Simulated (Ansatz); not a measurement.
# H2S2 at FCI/STO-3G

Aim: the energy change on altering one bond length of H2S2 at FCI/STO-3G, from 2 runs. 

The results are computed with Ansatz 0.2.0.

29 further runs of the same task are left out: 29 set aside as unsound or not needed.

## Step 1: Starting point

The species is H2S2 (4 atoms), meant as a singlet with charge 0. The shape is that of a GFN2-xTB optimisation.

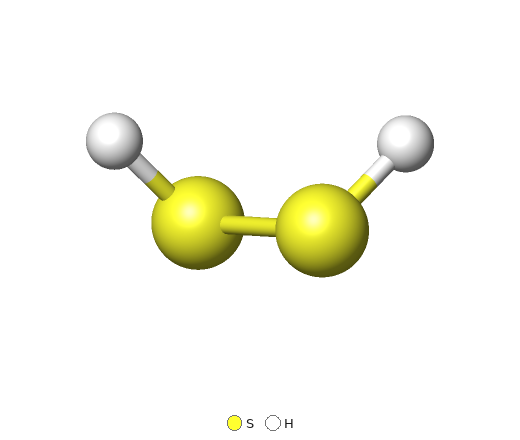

Viewed from a chosen angle; sulfur yellow, hydrogen white.

## Step 2: A single-point energy at FCI/STO-3G

Input file input.yaml:

```yaml
crystal:
  periodic: [false, false, false]
  atoms:
    - {symbol: S, position_ang: [-0.427380, -0.511820, -0.893940]}
    - {symbol: S, position_ang: [-0.422510, 0.717510, 0.740680]}
    - {symbol: H, position_ang: [0.706880, -0.077850, -1.459730]}
    - {symbol: H, position_ang: [0.143010, -0.127830, 1.612990]}
basis:
  gaussian: {orbitals: STO-3G}
correlation: {method: fci, frozen_orbitals: {H: 0, S: 5}}
accuracy: high
```

Command:

```console
ansatz run input.yaml --threads 1 --pin off --max-ram 2610MiB --events-out events.jsonl --progress --plain --runs-dir runs
```

Output:

```text
Warning: RAYON_NUM_THREADS=1 ignored (pool sized by the plan → 1); use --threads N
Functional definition: HF
  name "HF"
  exchange = exact_x
  correlation = 0
344 factors; integrals over basis functions are off by at most 1.3e-8 eV
mean field evaluation 1: about -21428.2365 eV, gradient 9.4e0 eV
mean field evaluation 2: about -21428.2832 eV, gradient 9.5e0 eV
mean field evaluation 4: about -21428.7133 eV, gradient 1.9e-1 eV
mean field evaluation 8: about -21428.7131 eV, gradient 1.3e-5 eV
mean field -21428.71311001 eV, -787.4906818893 hartree, gradient 3.1e-8 eV, S^2 0.000000; 0 other end points of the search recorded, 0 dependent functions left out
10 core orbitals not correlated: weight in the atoms' cores, before any rotation towards them, 1.000 or more for the frozen orbitals, at most 0.000 for the correlated occupied ones
reference -21428.71311001 eV, -787.4906818893 hartree; 7, 7 occupied and 3, 3 virtual orbitals, 344 factors
state -21430.58388009 eV, -787.5594314217 hartree
Total energy: -21430.58388009 eV, -787.5594314217 hartree
```

Wall time 0.28 s (1 thread of Arm Neoverse V1, shared host).

## Step 3: The distorted shape

Input file input.yaml:

```yaml
crystal:
  periodic: [false, false, false]
  atoms:
    - {symbol: S, position_ang: [-0.568770, -0.300471, -1.112032]}
    - {symbol: S, position_ang: [-0.563900, 0.928859, 0.522588]}
    - {symbol: H, position_ang: [0.565490, 0.133499, -1.677822]}
    - {symbol: H, position_ang: [0.143010, -0.127830, 1.612990]}
basis:
  gaussian:
    orbitals: STO-3G
correlation:
  method: fci
  frozen_orbitals: {H: 0, S: 5}
accuracy: high
```

Command:

```console
ansatz run input.yaml --threads 1 --pin off --max-ram 2610MiB --events-out events.jsonl --progress --plain --runs-dir runs
```

Output:

```text
Warning: RAYON_NUM_THREADS=1 ignored (pool sized by the plan → 1); use --threads N
[... 4 set-up lines as earlier in the session ...]
344 factors; integrals over basis functions are off by at most 1.4e-8 eV
mean field evaluation 1: about -21426.8711 eV, gradient 8.9e0 eV
mean field evaluation 2: about -21426.9127 eV, gradient 8.9e0 eV
mean field evaluation 4: about -21427.3356 eV, gradient 3.4e-1 eV
mean field evaluation 8: about -21427.3361 eV, gradient 6.7e-7 eV
mean field -21427.33606867 eV, -787.4400765536 hartree, gradient 4.0e-8 eV, S^2 0.000000; 0 other end points of the search recorded, 0 dependent functions left out
10 core orbitals not correlated: weight in the atoms' cores, before any rotation towards them, 1.000 or more for the frozen orbitals, at most 0.000 for the correlated occupied ones
reference -21427.33606867 eV, -787.4400765536 hartree; 7, 7 occupied and 3, 3 virtual orbitals, 344 factors
state -21429.76509812 eV, -787.5293417394 hartree
Total energy: -21429.76509812 eV, -787.5293417394 hartree
```

Run time: 0.3 s. Hardware: 1 thread of Arm Neoverse V1, shared host.

## Step 4: Summary of results

Level: FCI/STO-3G, 10 core orbitals frozen.

| quantity | value |
| --- | --- |
| first shape: total energy | -787.55943 Eh |
| first shape: correlation energy (10 core orbitals frozen) | -68.7 mEh |
| distorted shape: total energy | -787.52934 Eh |
| distorted shape: correlation energy (10 core orbitals frozen) | -89.3 mEh |
| energy change with the S2–H4 bond stretched from 1.340 to 1.675 Å | 0.819 eV |

In words: With the S2–H4 bond stretched from 1.340 to 1.675 Å the energy rises by 0.82 eV (79.0 kJ/mol). The first shape isn't relaxed at this level, so the change isn't measured from a minimum. The minimal basis adds a large error of its own.
